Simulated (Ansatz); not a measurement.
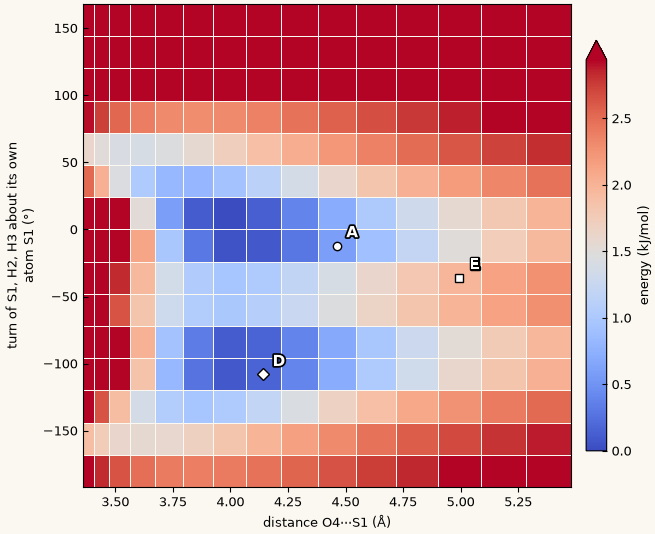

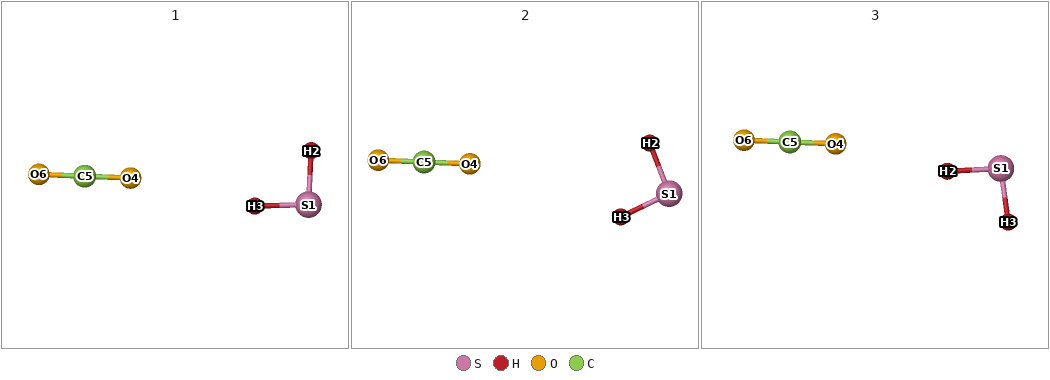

The pair H₂S···CO₂. The turn is about an axis along (−0.82, −0.58, 0.03) in the frame of the relaxed pair, normal to the line between the partners. The first coordinate is: distance O4···S1; the second: turn of S1, H2, H3 about its own atom S1. The scan uses a 15 × 15 grid. Points are written as (first, second). All energies are given in kJ/mol relative to the lowest grid point. These are results of RHF/def2-SVPD (Ansatz 0.2.0), not measurements.

The picture shows one coloured cell a grid point, one colour for all values above the top of the scale, lettered points. The numbered pictures are the structures at these points, in random order.

Which structure belongs to which point?

A is structure 1: (4.461 Å, −12°), 0.59 kJ/mol; D is structure 3: (4.141 Å, −108°), 0.17 kJ/mol; E is structure 2: (4.995 Å, −36°), 1.98 kJ/mol.
